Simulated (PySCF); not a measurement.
# F$_{2}$, SMILES `FF`: electronic structure

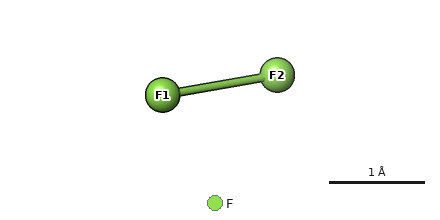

The molecule, with its atoms numbered as below. No frequency check shows the geometry to be a minimum.

Coordinates in Å:

```
F1       0.7016    0.0000    0.0000
F2      -0.7016    0.0000    0.0000
```

Part 1: Bonding charge

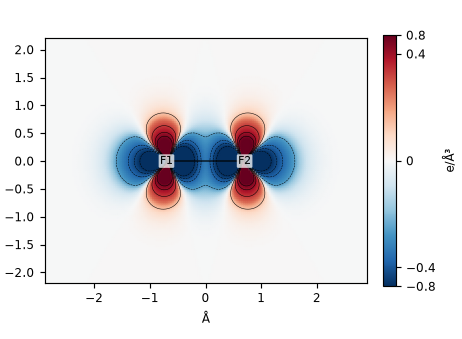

Deformation density (molecule less spherical, spin-averaged free atoms) in a plane that holds the bond; colour scale in e/Å³, logarithmic beyond ±0.1; red: gain, blue: loss.

Method: PBE/6-31G*; geometry: GFN2-xTB; program: PySCF.

> How much density has each bond in this plane gained at its critical point, relative to the free atoms?

F1–F2: −0.20 e/Å³ at the bond critical point (bond length 1.40 Å, Mayer order 1.0). In all, 0.7 electrons gather in the regions of gain relative to the promolecule. A small or negative value marks a very polar bond, one between electron-rich atoms, whose free-atom densities already overlap strongly, a long bond to a heavier atom, or a closed-shell contact such as a hydrogen bond.

> Where do the Hirshfeld charges lie?

The highest Hirshfeld charge is on F1 and F2 (0.00 e), the lowest on F1 and F2 (0.00 e).

```tsv
atom	charge (e)
F1	0.00
F2	0.00
```

Part 2: Bond critical points

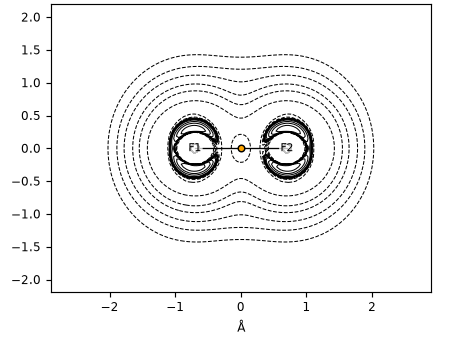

Negative Laplacian of the density (−∇²ρ) in a plane that holds the bond (solid lines positive, dashed lines negative, contours at ±0.02 to ±8 a.u.), with bond paths and bond critical points (dots).

> Sort the bonds in the plane by the sign of ∇²ρ at their critical points.

At none is it concentrated. Depleted (∇²ρ > 0): F1–F2 (+0.52 a.u., H = −0.162). A positive Laplacian with clearly negative H marks a strongly polar covalent bond, whose critical point lies close to the core of the less electronegative atom.

Part 3: Local ionisation energy

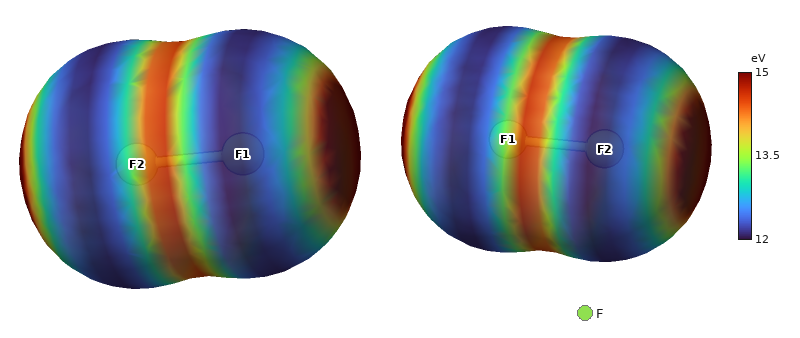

Average local ionisation energy on the surface of electron density 0.001 a.u. (back view left, front view right).

> Locate the minima of the map.

The lowest value is 12.1 eV, 1.6 Å from F1, and at like points elsewhere. For comparison, the highest occupied orbital lies at −8.5 eV.

> What volume does the surface enclose, and what is the dipole moment?

About 26 Å³; the dipole moment is 0.0 D.

The PySCF run shown took 1.1 s on 1 thread of Arm Neoverse V2, on a shared host.
